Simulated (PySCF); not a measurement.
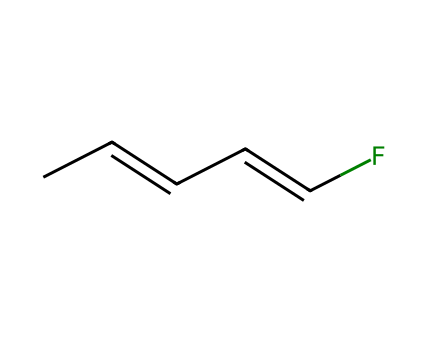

Skeletal drawing of a molecule.

> Give its SMILES.

C/C=C/C=C/F

> What is the molecular formula?

C5H7F.

The parts below concern this one geometry. Atoms keep their numbers from picture to picture. Computed geometry: PBE0-D3(BJ)/def2-SVP optimisation. No frequency run is at hand to confirm it as a minimum.

## Excitation

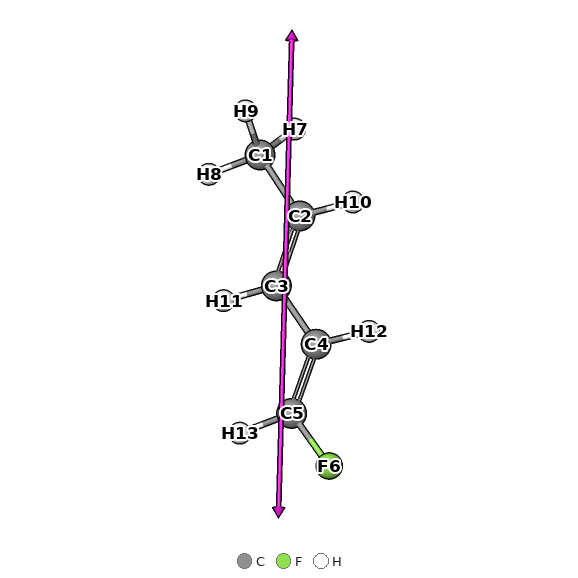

The double arrow shows the direction of the transition dipole to excited singlet state 1 (its length means nothing). No frequency run is at hand to confirm it as a minimum. Level of theory: TDDFT PBE0/def2-SVPD, vertical, gas phase, core orbitals frozen in the response (PySCF 2.14.0).

> How is the transition polarised?

Close to the long direction C1···F6.

> Where does the transition lie, and how strong is it?

5.73 eV (216 nm), oscillator strength 0.80, mainly HOMO → LUMO (weight 0.97); transition dipole 6.08 D.

## Charges

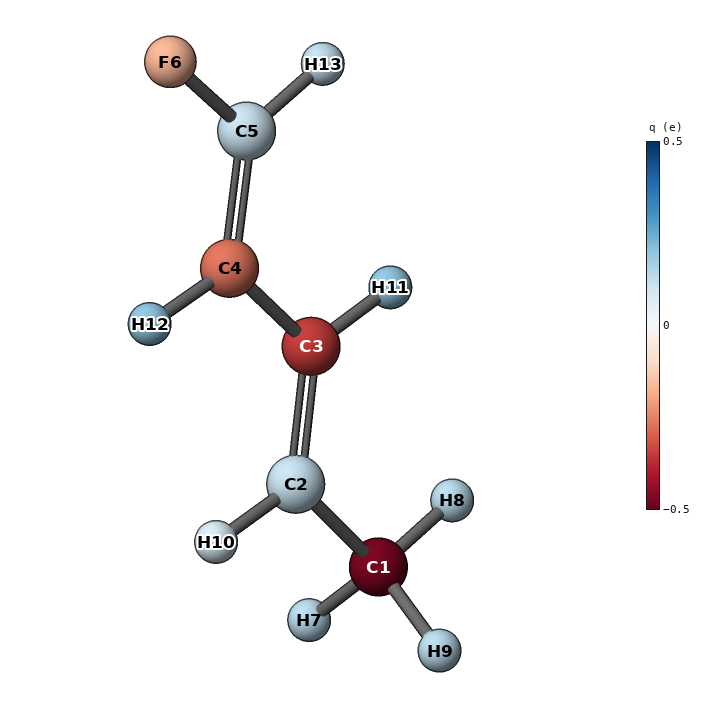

Atoms are coloured by their ESP-fitted charges. No frequency run is at hand to confirm it as a minimum. Method: PBE0/pcSseg-2, gas phase (PySCF 2.14.0).

Give the ESP-fitted charges atom by atom.

```
atom  value (e)
  C1      −0.47
  C2       0.11
  C3      −0.34
  C4      −0.27
  C5       0.11
  F6      −0.17
  H7       0.14
  H8       0.14
  H9       0.14
 H10       0.09
 H11       0.20
 H12       0.20
 H13       0.13
```

## Polarisability

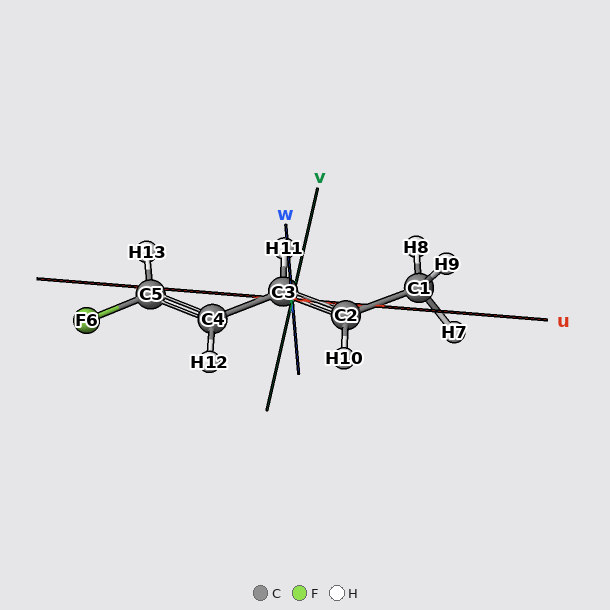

The lines u, v and w are the principal axes of the static dipole polarisability. No frequency run is at hand to confirm it as a minimum. Level of theory: ωB97X-D/def2-SVPD (PySCF 2.14.0).

> Along which axis is the molecule most polarisable, and along which least?

Most along u (close to the long direction C1···F6), least along w.

> Give the three principal values.

u 109.4, v 56.0, w 44.5 bohr³; mean 70.0, anisotropy 59.9 bohr³.
